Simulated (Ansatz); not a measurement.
# BH₂Cl₃ (built from SMILES Cl.ClBCl): search for a transition state

Is there a first-order saddle for this four-centre ligand exchange, which should form B1–Cl6, H2–H5 and break B1–H2, H5–Cl6, and which two structures does it connect?

Method: PBE0-D4, def2-SVP first, then def2-TZVP; program: Ansatz 0.2.0, Gaussian basis.

154 further runs of the same task are left out: 2 that didn't finish, 152 set aside as unsound or not needed.

**1. The system as given**

The guess: 6 atoms, charge 0, spin multiplicity 1.

Atoms are counted from 1 here; the program's logs count them from 0.

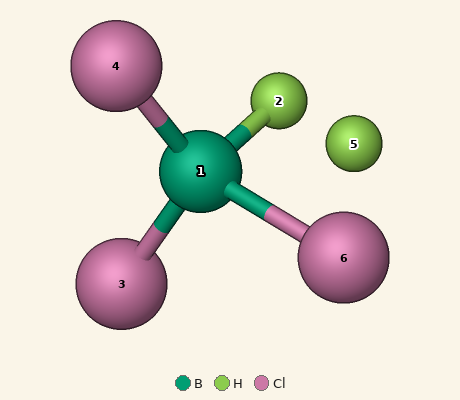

The starting geometry (boron teal, hydrogen green, chlorine pink); atoms are numbered from 1 in the order of the file.

Geometry (Å):

```
B    -0.24980   -0.21260   -0.17250
H     0.57650    0.74100   -0.73290
Cl    0.23480   -1.78360   -0.78770
Cl   -1.90660    0.34920   -0.31560
H     0.93280    0.88170    0.24950
Cl    0.41220    0.02430    1.75920
```

Distances that are to change: B1–Cl6 2.06 Å, H2–H5 1.05 Å, B1–H2 1.38 Å, H5–Cl6 1.81 Å.

**2. Relaxing the guess with the reacting distances held**

Contents of hold/in.yaml:

```yaml
crystal:
  periodic: [false, false, false]
  atoms:
    - {symbol: B, position_ang: [-0.249800, -0.212600, -0.172500]}
    - {symbol: H, position_ang: [0.576500, 0.741000, -0.732900]}
    - {symbol: Cl, position_ang: [0.234800, -1.783600, -0.787700]}
    - {symbol: Cl, position_ang: [-1.906600, 0.349200, -0.315600]}
    - {symbol: H, position_ang: [0.932800, 0.881700, 0.249500]}
    - {symbol: Cl, position_ang: [0.412200, 0.024300, 1.759200]}
basis:
  gaussian: {orbitals: def2-SVP}
hamiltonian: {xc: pbe0, dispersion: d4}
relax: {f_tol: 0.04, max_steps: 150, escape_saddle: false, constraints: [{distance: [0, 5]}, {distance: [1, 4]}, {distance: [0, 1]}, {distance: [4, 5]}]}
```

The run is started by

```sh
ansatz run in.yaml --threads 2 --pin off --events-out ev --progress --plain --max-ram 4352MiB
```

After this run come: A starting Hessian; Saddle search in the small basis; Saddle search in triple zeta; Checking the order of the point; Relaxing after a step of 0.30 Å one way along the mode; Relaxing after a step of 0.30 Å the other way along the mode.

What does the calculation give? Wanted: imaginary mode; barrier from the start side; barrier from the end side; energy of the step; pairs that change; zero-point energy at the saddle.

The runs gave:

```
                       quantity                                                     value
                 imaginary mode                                                 882i cm⁻¹
    barrier from the start side                                               88.5 kJ/mol
      barrier from the end side                                              142.8 kJ/mol
             energy of the step                                              -54.3 kJ/mol
              pairs that change  B1–Cl6 formed, H2–H5 formed, B1–H2 broken, H5–Cl6 broken
zero-point energy at the saddle                                                  0.613 eV
```

What this shows: The point has a single imaginary mode (882i cm⁻¹), as a transition state must. The two relaxations end on the structures that were planned. At PBE0-D4/def2-TZVP the electronic barrier is 88.5 kJ/mol, about 36 kT at 298 K, and the step runs 54.3 kJ/mol downhill. A step off the saddle overshot and began above it in energy, so the link to its end is likely but not proven. Lower complexes than these ends may exist.
